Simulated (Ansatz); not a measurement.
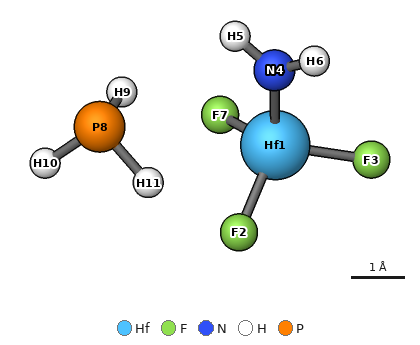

Figure 1. The structure as given in the input (ball-and-stick view, seen at a tilt; atoms are numbered from 1 in the order of the input). Sticks mark near contacts. Bond lengths as drawn: F–Hf 1.91 to 1.96 Å, Hf–N 2.01 Å, H–N 1.02 Å and H–P 1.42 to 1.43 Å.

## Geometry relaxation of HfPNH$_{5}$F$_{3}$ (part 1 of 2)

HfPNH$_{5}$F$_{3}$, computed with RKS PBE0-D4/def2-SVP (Ansatz 0.2.0).

It belongs to a series of runs on one base structure; here: end point A relaxed. Figures and captions count atoms from 1; the log counts them from 0 in places.

## Log
```
The last accepted step is kept in [file] (removed where the run ends without a failure and the disk answers)
Engine: ansatz 0.2.0, x86_64-unknown-linux-gnu
Functional definition: PBE0
  parameter a = 0.25
  parameter kappa = 0.804
  parameter beta = 0.06672455060314922
  exchange = (1 - a)*pbe_x(kappa = kappa, mu = beta*pi^2/3) + a*exact_x
  correlation = pbe_c(beta = beta)
1366 factors; integrals over basis functions are off by at most 5.0e-4 eV
mean field evaluation 1: about -20290.3252 eV, gradient 7.8e1 eV
mean field evaluation 2: about -20256.3150 eV, gradient 1.5e2 eV
mean field evaluation 4: about -20301.1914 eV, gradient 3.5e0 eV
mean field evaluation 8: about -20301.2653 eV, gradient 3.0e-1 eV
mean field evaluation 16: about -20301.2655 eV, gradient 7.1e-5 eV
mean field -20301.26546186 eV, -746.0577450315 hartree, gradient 7.0e-5 eV, S^2 0.000000; 0 other end points of the search recorded, 0 dependent functions left out
the calculation of the forces begins
reference -20301.26551838 eV, -746.0577471084 hartree; 33, 33 occupied and 98, 98 virtual orbitals, 1366 factors
relax step   1: F+E_penalty+E_count = -20301.46009133 eV  Δ(F+E_penalty+E_count) = +0.000e0 eV  max|allowed force component| = 7.412e-1 eV/Å  Δτ_max = 0.0000 Å  (28 SCF iters, accepted)
these checks for a lower state are left out or cut short: starts, cluster_reference, orbital_swaps, neighbouring_geometries, increment
1366 factors; integrals over basis functions are off by at most 5.1e-4 eV
mean field -20301.32157280 eV, -746.0598070704 hartree, gradient 1.4e-5 eV, S^2 0.000000; 0 other end points of the search recorded, 0 dependent functions left out
[... from here on the field's lines of each further geometry are left out, up to the last ...]
relax step   2: F+E_penalty+E_count = -20301.50449050 eV  Δ(F+E_penalty+E_count) = -4.440e-2 eV  max|allowed force component| = 1.296e-1 eV/Å  Δτ_max = 0.1945 Å  (29 SCF iters, accepted)
relax step   3: F+E_penalty+E_count = -20301.50751663 eV  Δ(F+E_penalty+E_count) = -3.026e-3 eV  max|allowed force component| = 6.701e-2 eV/Å  Δτ_max = 0.0255 Å  (30 SCF iters, accepted)
relax step   4: F+E_penalty+E_count = -20301.50909471 eV  Δ(F+E_penalty+E_count) = -1.578e-3 eV  max|allowed force component| = 6.336e-2 eV/Å  Δτ_max = 0.0382 Å  (30 SCF iters, accepted)
relax step   5: F+E_penalty+E_count = -20301.51104077 eV  Δ(F+E_penalty+E_count) = -1.946e-3 eV  max|allowed force component| = 4.234e-2 eV/Å  Δτ_max = 0.0560 Å  (30 SCF iters, accepted)
relax step   6: F+E_penalty+E_count = -20301.51285962 eV  Δ(F+E_penalty+E_count) = -1.819e-3 eV  max|allowed force component| = 1.248e-1 eV/Å  Δτ_max = 0.0960 Å  (29 SCF iters, accepted)
relax step   7: F+E_penalty+E_count = -20301.51443242 eV  Δ(F+E_penalty+E_count) = -1.573e-3 eV  max|allowed force component| = 1.127e-1 eV/Å  Δτ_max = 0.0522 Å  (30 SCF iters, accepted)
relax step   8: F+E_penalty+E_count = -20301.51624944 eV  Δ(F+E_penalty+E_count) = -1.817e-3 eV  max|allowed force component| = 1.688e-1 eV/Å  Δτ_max = 0.1065 Å  (29 SCF iters, accepted)
relax step   9: F+E_penalty+E_count = -20301.51771748 eV  Δ(F+E_penalty+E_count) = -1.468e-3 eV  max|allowed force component| = 1.819e-1 eV/Å  Δτ_max = 0.0554 Å  (30 SCF iters, accepted)
relax step  10: F+E_penalty+E_count = -20301.51929288 eV  Δ(F+E_penalty+E_count) = -1.575e-3 eV  max|allowed force component| = 1.450e-1 eV/Å  Δτ_max = 0.0693 Å  (29 SCF iters, accepted)
relax step  11: F+E_penalty+E_count = -20301.52036872 eV  Δ(F+E_penalty+E_count) = -1.076e-3 eV  max|allowed force component| = 1.375e-1 eV/Å  Δτ_max = 0.0690 Å  (30 SCF iters, accepted)
relax step  12: F+E_penalty+E_count = -20301.52121902 eV  Δ(F+E_penalty+E_count) = -8.503e-4 eV  max|allowed force component| = 1.235e-1 eV/Å  Δτ_max = 0.0534 Å  (30 SCF iters, accepted)
relax step  13: F+E_penalty+E_count = -20301.52208424 eV  Δ(F+E_penalty+E_count) = -8.652e-4 eV  max|allowed force component| = 7.546e-2 eV/Å  Δτ_max = 0.0422 Å  (30 SCF iters, accepted)
relax step  14: F+E_penalty+E_count = -20301.52286047 eV  Δ(F+E_penalty+E_count) = -7.762e-4 eV  max|allowed force component| = 4.255e-2 eV/Å  Δτ_max = 0.0612 Å  (30 SCF iters, accepted)
relax step  15: F+E_penalty+E_count = -20301.52270821 eV  Δ(F+E_penalty+E_count) = +1.523e-4 eV  max|allowed force component| = 1.855e-1 eV/Å  Δτ_max = 0.1173 Å  (30 SCF iters, rejected (line search))
relax step  16: F+E_penalty+E_count = -20301.52365216 eV  Δ(F+E_penalty+E_count) = -7.917e-4 eV  max|allowed force component| = 5.409e-2 eV/Å  Δτ_max = 0.0570 Å  (30 SCF iters, accepted)
relax step  17: F+E_penalty+E_count = -20301.52419316 eV  Δ(F+E_penalty+E_count) = -5.410e-4 eV  max|allowed force component| = 1.413e-1 eV/Å  Δτ_max = 0.0977 Å  (30 SCF iters, accepted)
relax step  18: F+E_penalty+E_count = -20301.52525391 eV  Δ(F+E_penalty+E_count) = -1.061e-3 eV  max|allowed force component| = 1.133e-1 eV/Å  Δτ_max = 0.0198 Å  (32 SCF iters, accepted)
relax step  19: F+E_penalty+E_count = -20301.52732665 eV  Δ(F+E_penalty+E_count) = -2.073e-3 eV  max|allowed force component| = 8.591e-2 eV/Å  Δτ_max = 0.0677 Å  (29 SCF iters, accepted)
relax step  20: F+E_penalty+E_count = -20301.52557469 eV  Δ(F+E_penalty+E_count) = +1.752e-3 eV  max|allowed force component| = 4.662e-1 eV/Å  Δτ_max = 0.1957 Å  (29 SCF iters, rejected (line search))
relax step  21: F+E_penalty+E_count = -20301.52662600 eV  Δ(F+E_penalty+E_count) = +7.007e-4 eV  max|allowed force component| = 2.621e-1 eV/Å  Δτ_max = 0.0956 Å  (30 SCF iters, rejected (line search))
relax step  22: F+E_penalty+E_count = -20301.52963824 eV  Δ(F+E_penalty+E_count) = -2.312e-3 eV  max|allowed force component| = 2.308e-2 eV/Å  Δτ_max = 0.0471 Å  (30 SCF iters, accepted)
relax step  23: F+E_penalty+E_count = -20301.53405182 eV  Δ(F+E_penalty+E_count) = -4.414e-3 eV  max|allowed force component| = 1.345e-1 eV/Å  Δτ_max = 0.0975 Å  (28 SCF iters, accepted)
relax step  24: F+E_penalty+E_count = -20301.53591576 eV  Δ(F+E_penalty+E_count) = -1.864e-3 eV  max|allowed force component| = 4.241e-1 eV/Å  Δτ_max = 0.1490 Å  (29 SCF iters, accepted)
relax step  25: F+E_penalty+E_count = -20301.55208863 eV  Δ(F+E_penalty+E_count) = -1.617e-2 eV  max|allowed force component| = 2.753e-1 eV/Å  Δτ_max = 0.0713 Å  (30 SCF iters, accepted)
relax step  26: F+E_penalty+E_count = -20301.58258971 eV  Δ(F+E_penalty+E_count) = -3.050e-2 eV  max|allowed force component| = 2.904e-1 eV/Å  Δτ_max = 0.1902 Å  (29 SCF iters, accepted)
relax step  27: F+E_penalty+E_count = -20301.62156914 eV  Δ(F+E_penalty+E_count) = -3.898e-2 eV  max|allowed force component| = 5.584e-1 eV/Å  Δτ_max = 0.1951 Å  (29 SCF iters, accepted)
relax step  28: F+E_penalty+E_count = -20301.66676968 eV  Δ(F+E_penalty+E_count) = -4.520e-2 eV  max|allowed force component| = 7.795e-1 eV/Å  Δτ_max = 0.1946 Å  (28 SCF iters, accepted)
relax step  29: F+E_penalty+E_count = -20301.74124158 eV  Δ(F+E_penalty+E_count) = -7.447e-2 eV  max|allowed force component| = 5.920e-1 eV/Å  Δτ_max = 0.1944 Å  (29 SCF iters, accepted)
relax step  30: F+E_penalty+E_count = -20301.80849785 eV  Δ(F+E_penalty+E_count) = -6.726e-2 eV  max|allowed force component| = 2.788e-1 eV/Å  Δτ_max = 0.1950 Å  (36 SCF iters, accepted)
relax step  31: F+E_penalty+E_count = -20301.83046889 eV  Δ(F+E_penalty+E_count) = -2.197e-2 eV  max|allowed force component| = 2.057e-1 eV/Å  Δτ_max = 0.1946 Å  (31 SCF iters, accepted)
relax step  32: F+E_penalty+E_count = -20301.83461495 eV  Δ(F+E_penalty+E_count) = -4.146e-3 eV  max|allowed force component| = 3.184e-1 eV/Å  Δτ_max = 0.1583 Å  (30 SCF iters, accepted)
relax step  33: F+E_penalty+E_count = -20301.84170051 eV  Δ(F+E_penalty+E_count) = -7.086e-3 eV  max|allowed force component| = 2.205e-1 eV/Å  Δτ_max = 0.1027 Å  (30 SCF iters, accepted)
relax step  34: F+E_penalty+E_count = -20301.84834128 eV  Δ(F+E_penalty+E_count) = -6.641e-3 eV  max|allowed force component| = 2.012e-1 eV/Å  Δτ_max = 0.0972 Å  (29 SCF iters, accepted)
relax step  35: F+E_penalty+E_count = -20301.84967078 eV  Δ(F+E_penalty+E_count) = -1.329e-3 eV  max|allowed force component| = 8.493e-2 eV/Å  Δτ_max = 0.0157 Å  (31 SCF iters, accepted)
relax step  36: F+E_penalty+E_count = -20301.85051209 eV  Δ(F+E_penalty+E_count) = -8.413e-4 eV  max|allowed force component| = 2.468e-2 eV/Å  Δτ_max = 0.0431 Å  (30 SCF iters, accepted)
relax step  37: F+E_penalty+E_count = -20301.85091261 eV  Δ(F+E_penalty+E_count) = -4.005e-4 eV  max|allowed force component| = 5.829e-2 eV/Å  Δτ_max = 0.0515 Å  (30 SCF iters, accepted)
relax step  38: F+E_penalty+E_count = -20301.85115995 eV  Δ(F+E_penalty+E_count) = -2.473e-4 eV  max|allowed force component| = 4.300e-2 eV/Å  Δτ_max = 0.0291 Å  (32 SCF iters, accepted)
relax step  39: F+E_penalty+E_count = -20301.85136060 eV  Δ(F+E_penalty+E_count) = -2.007e-4 eV  max|allowed force component| = 4.148e-2 eV/Å  Δτ_max = 0.0438 Å  (30 SCF iters, accepted)
relax step  40: F+E_penalty+E_count = -20301.85148678 eV  Δ(F+E_penalty+E_count) = -1.262e-4 eV  max|allowed force component| = 3.181e-2 eV/Å  Δτ_max = 0.0127 Å  (32 SCF iters, accepted)
the calculation of the forces begins
reference -20301.65198424 eV, -746.0719494667 hartree; 33, 33 occupied and 98, 98 virtual orbitals, 1366 factors
relax step  41: F+E_penalty+E_count = -20301.85161085 eV  Δ(F+E_penalty+E_count) = -1.241e-4 eV  max|allowed force component| = 4.046e-3 eV/Å  Δτ_max = 0.0102 Å  (32 SCF iters, accepted)
```

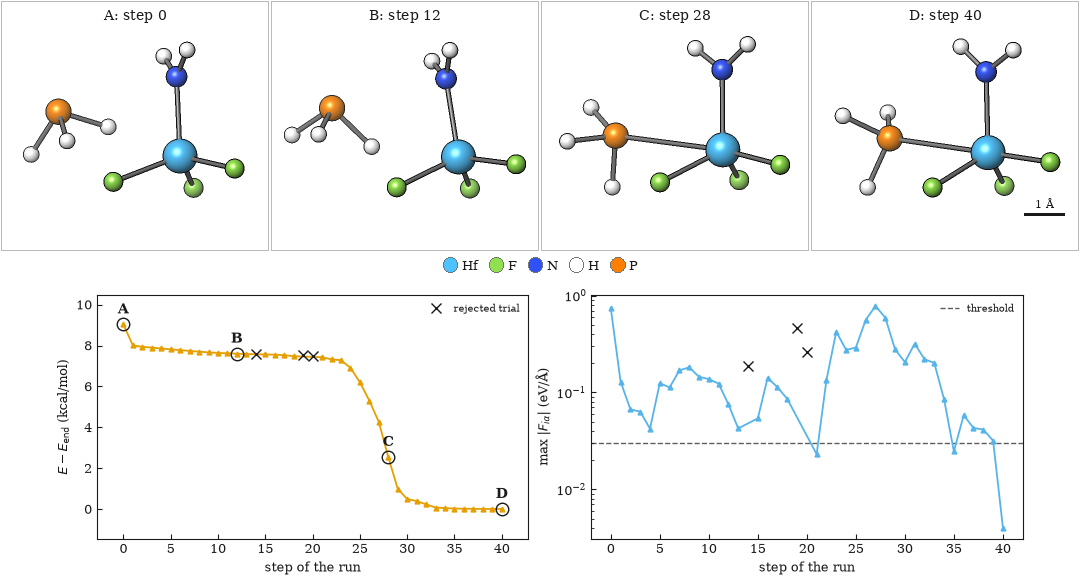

Figure 2. Frames of the relaxation (ball-and-stick view, seen at a tilt) above the curves, on which the letters mark them (the first geometry is step 0 here and step 1 in the log).

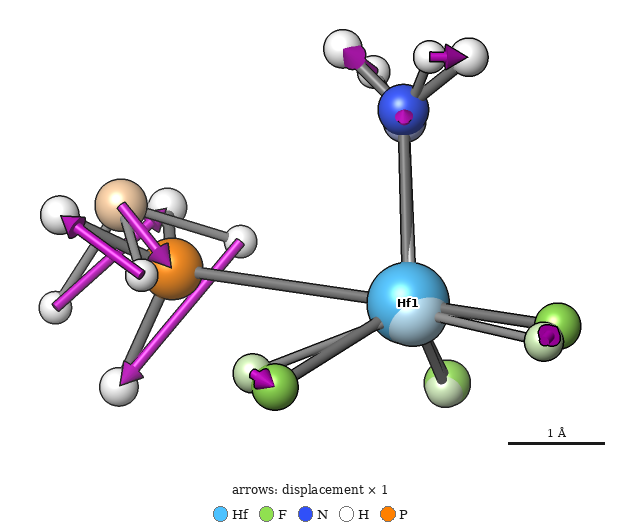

Figure 3. Start (faint) and end (solid) with the displacements as pink arrows, at true length (ball-and-stick view, seen at a tilt). The two geometries are laid on each other by the best rigid fit. The energy falls by 9.03 kcal/mol in 40 geometry steps. The largest force component goes from 0.74 to 0.004 eV/Å. The line search rejected the trial steps at points 14, 19, 20 (counted from 0) and went back. The atom that moves furthest after the best rigid fit is H9 (2.02 Å). Largest moves by element: H 2.02 Å, P 0.88 Å, F 0.36 Å, N 0.18 Å, Hf 0.12 Å. Among the contacts that change: Hf1–P8 3.771 → 2.979 Å, Hf1–F2 1.956 → 1.934 Å, Hf1–N4 2.014 → 2.035 Å, Hf1–F7 1.914 → 1.932 Å. Among the angles that change: F3–Hf1–F7 113.5° → 105.0°, F3–Hf1–N4 105.7° → 98.5°, N4–Hf1–F7 109.0° → 115.9°. (Atoms are counted from 1 in the order of the input.)
